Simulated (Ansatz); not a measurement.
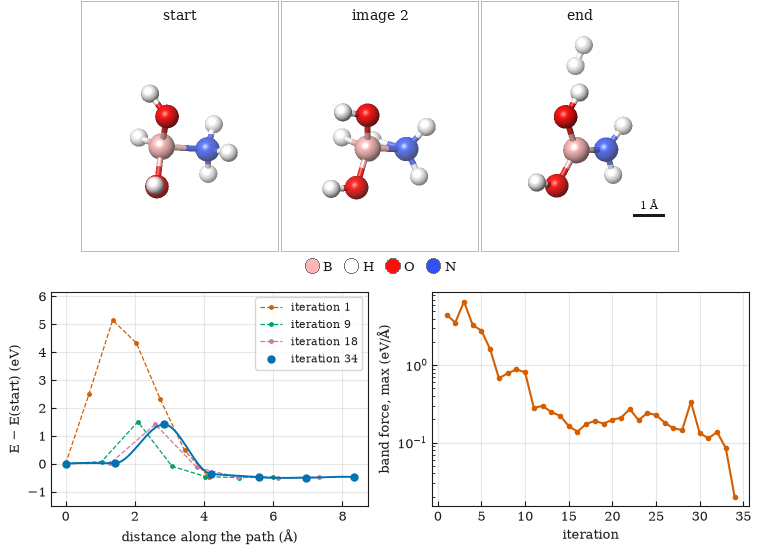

A search for the minimum-energy path of BNH6O2 by the nudged elastic band. Images are numbered from 0 (start) to 6 (end). The plot follows the band through its iterations. The picture is a ball-and-stick view, seen from a free direction.

Level of theory: RKS PBE0-D4/def2-SVP (Ansatz). Settings: 5 movable images; climbing image.

How did the profile develop, and is the result final?

Answer. The run is converged, with reservations. The band converged in 34 iterations. The largest component of the band force went from 4.5 to 0.02 eV/Å. The climbing image converged on the top of the path. Its curvatures weren't checked. The largest force component is 0.46 eV/Å at the start and 0.48 eV/Å at the end; an end with forces this large is no minimum, and the barrier measured from it can be far off. The first iteration put the highest image at 5.15 eV. Forward barrier 1.41 eV, backward barrier 1.88 eV, with image 2 at the top; the reaction energy is −0.47 eV. Image 5 lies below both ends, at −0.50 eV, so an end isn't at the bottom of its valley.
